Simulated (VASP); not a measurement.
Band structure of Er (relaxed from the fcc structure, space group Fm-3m). All values below come from r2SCAN meta-GGA, VASP's PBE PAW potentials (set 64) (plane waves; VASP).

The 4f electrons are frozen in the core of the lanthanide potential, so 4f levels, which can set the real gap, and their magnetism are missing.

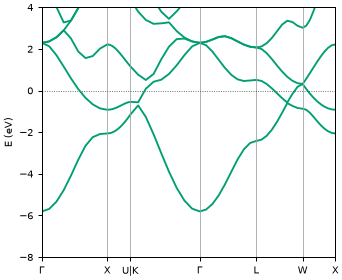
Figure: Bands along high-symmetry lines, zero at the valence-band maximum or, without a gap, the Fermi level

### Question
Read the plot: is there a gap, and where are the band edges?

### Answer
It has no gap at this level: it comes out as a metal or semimetal.

The structure was generated: Er was put into the fcc type (Fm-3m), which need not be its known phase. It was relaxed first.
